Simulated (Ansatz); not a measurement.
# CH5BO (built from SMILES B.C=O): one structure at several levels

The atoms stand at a displaced guess of a reacting structure. How far do the functionals agree with CCSD(T) there?

Computed with Ansatz 0.2.0, Gaussian basis. Level: single points in def2-TZVPP.

Cores are frozen in the correlated methods. B3LYP uses VWN-RPA correlation.

### Step 1. Starting geometry

8 atoms, charge 0, spin multiplicity 1.

Atoms are counted from 1 here; the program's logs count them from 0.

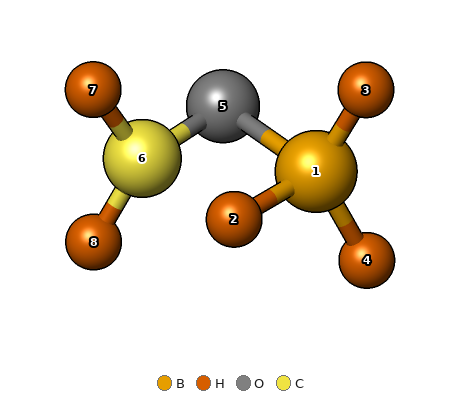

The starting geometry (boron amber, hydrogen orange, oxygen grey, carbon yellow); atoms are numbered from 1 in the order of the file.

Geometry (Å):

```xyz
8
CH5BO
B    -0.1561   -0.8930   -0.2280
H     0.9476   -0.3974    0.0317
H    -0.2335   -1.1861   -1.3152
H    -0.4425   -1.5905    0.7356
O    -1.1122    0.4560   -0.0511
C     0.0893    0.9055    0.1974
H     0.5459    1.4979   -0.6394
H     0.3575    1.1410    1.1950
```

### Step 2. CCSD(T)/def2-TZVPP

run/in.yaml reads:

```yaml
crystal:
  periodic: [false, false, false]
  atoms:
    - {symbol: B, position_ang: [-0.156100, -0.893000, -0.228000]}
    - {symbol: H, position_ang: [0.947600, -0.397400, 0.031700]}
    - {symbol: H, position_ang: [-0.233500, -1.186100, -1.315200]}
    - {symbol: H, position_ang: [-0.442500, -1.590500, 0.735600]}
    - {symbol: O, position_ang: [-1.112200, 0.456000, -0.051100]}
    - {symbol: C, position_ang: [0.089300, 0.905500, 0.197400]}
    - {symbol: H, position_ang: [0.545900, 1.497900, -0.639400]}
    - {symbol: H, position_ang: [0.357500, 1.141000, 1.195000]}
basis:
  gaussian: {orbitals: def2-TZVPP}
correlation: {method: ccsd_t}
output: {forces: true}
```

The command line of these runs was not kept.

### Step 3. PBE0-D4/def2-TZVPP

run/in.yaml, as its differences from that of step 2:

```diff
@@ -13,3 +13,3 @@
   gaussian: {orbitals: def2-TZVPP}
-correlation: {method: ccsd_t}
-output: {forces: true}
+hamiltonian: {xc: pbe0, dispersion: d4}
+output: {forces: true, orbitals: {seedname: orbitals}}
```

### Step 4. wB97M-V/def2-TZVPP

run/in.yaml, as its differences from that of step 3:

```diff
@@ -13,3 +13,3 @@
   gaussian: {orbitals: def2-TZVPP}
-hamiltonian: {xc: pbe0, dispersion: d4}
-output: {forces: true, orbitals: {seedname: orbitals}}
+hamiltonian: {xc: {name: wB97M-V}}
+output: {forces: true}
```

### Step 5. r2SCAN-D4/def2-TZVPP

run/in.yaml, as its differences from that of step 4:

```diff
@@ -13,3 +13,3 @@
   gaussian: {orbitals: def2-TZVPP}
-hamiltonian: {xc: {name: wB97M-V}}
+hamiltonian: {xc: r2scan, dispersion: d4}
 output: {forces: true}
```

### Step 6. PBE-D4/def2-TZVPP

run/in.yaml, as its differences from that of step 5:

```diff
@@ -13,3 +13,3 @@
   gaussian: {orbitals: def2-TZVPP}
-hamiltonian: {xc: r2scan, dispersion: d4}
+hamiltonian: {xc: pbe, dispersion: d4}
 output: {forces: true}
```

### Step 7. HSE06-D4/def2-TZVPP

run/in.yaml, as its differences from that of step 6:

```diff
@@ -13,3 +13,3 @@
   gaussian: {orbitals: def2-TZVPP}
-hamiltonian: {xc: pbe, dispersion: d4}
+hamiltonian: {xc: hse06, dispersion: d4}
 output: {forces: true}
```

### Step 8. B3LYP-D4/def2-TZVPP

run/in.yaml, as its differences from that of step 7:

```diff
@@ -13,3 +13,3 @@
   gaussian: {orbitals: def2-TZVPP}
-hamiltonian: {xc: hse06, dispersion: d4}
+hamiltonian: {xc: {name: B3LYP}, dispersion: d4}
 output: {forces: true}
```

(Steps that only read results are left out.)

Q: Predict the outcome of this session. Wanted: energy less free atoms, CCSD(T)/def2-TZVPP; RMS force component; RMS force error; HOMO and LUMO, PBE0-D4; T1 diagnostic.

As calculated:

```
                                  quantity                                                                                             value
energy less free atoms, CCSD(T)/def2-TZVPP                                                                                    -2707.3 kJ/mol
                       RMS force component                                                              1.027 to 1.125 eV/Å over the methods
                           RMS force error  PBE0-D4 0.194, wB97M-V 0.124, r2SCAN-D4 0.097, PBE-D4 0.172, HSE06-D4 0.192, B3LYP-D4 0.118 eV/Å
                    HOMO and LUMO, PBE0-D4                                                                                -7.93 and -1.02 eV
                             T1 diagnostic                                                                                             0.016
```

What this shows: Against CCSD(T) the functionals' energies less atoms differ by -147.0 to -81.8 kJ/mol, PBE-D4 by -147.0 kJ/mol. A larger basis would deepen the CCSD(T) value, while the functionals are nearly converged already, so the order here is not reliable. For forces r2SCAN-D4 does best and PBE0-D4 worst. Frozen-core CCSD(T) forces in triple zeta carry basis errors of their own, and this is one geometry, so small gaps rank nothing.
